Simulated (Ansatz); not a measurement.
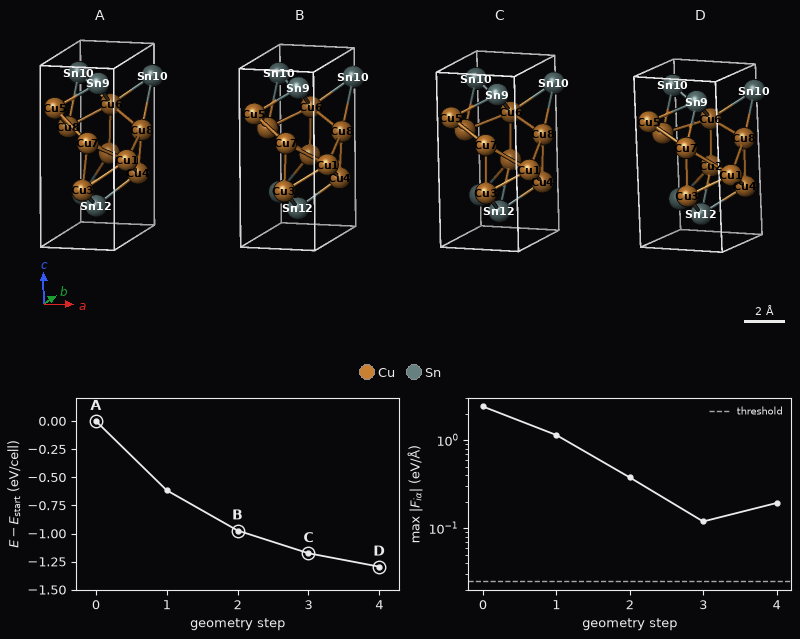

Frames of a relaxation of solid Cu$_{2}$Sn (a generated structure, set up in P1) (coarse preliminary run), marked on the history of the run. The picture is a ball-and-stick view of the cell of the calculation, seen slightly off an axis.

All numbers below come from DFT PBE, scalar-relativistic, plane waves, PAW (Ansatz 0.2.0). Settings: plane-wave cutoff 420 eV; k-point mesh 6 × 4 × 4; occupations gaussian; smearing width 0.2 eV; no spin polarisation; cell and atoms relaxed; force threshold 0.025 eV/Å; at most 60 steps.

### What happens along the run?

The run was cut off at its time limit before the relaxation converged, so the last structure is only a point on the way. The largest move relative to the cell is that of a Cu atom, 0.44 Å along [1 −3 −1]. By element the largest moves are Cu 0.44 Å, Sn 0.33 Å. The drawn cell changes as follows: a 3.854 → 4.248 Å (+10.2 %), b 6.729 → 6.279 Å (−6.7 %), c 9.277 → 8.787 Å (−5.3 %), α 90.5° → 95.8°, β 89.0° → 91.7°, γ 89.9° → 87.7°; the volume changes by −3.2 %. Near-neighbour distances that change, for instance: Cu–Sn 3.683 → 2.697 Å, Cu–Sn 3.451 → 2.708 Å, Cu–Sn 3.320 → 2.759 Å, Cu–Cu 2.629 → 3.063 Å. New bonds form: Cu–Sn (3.45 → 2.71 Å), Cu–Sn (3.68 → 2.70 Å). Among the angles between lasting bonds that change: Cu–Cu–Cu 121.5° → 102.7°, Cu–Sn–Cu 90.8° → 108.4°, Cu–Cu–Sn 146.8° → 130.9°. The space group stays P1 (No. 1). Over 4 geometry steps the energy falls by 1.295 eV per cell of the calculation. The largest force component goes from 2.4 to 0.19 eV/Å. Pressure: 1.21 GPa at the start and 0.11 GPa at the end. From step 0 to 2: a Sn atom moves most (0.27 Å), volume −2.1 %, energy −0.973 eV per cell of the calculation. From step 2 to 3: a Cu atom moves most (0.16 Å), volume +0.3 %, energy −0.202 eV per cell of the calculation. From step 3 to 4: Cu atoms move most (0.12 Å), volume −1.3 %, energy −0.119 eV per cell of the calculation.
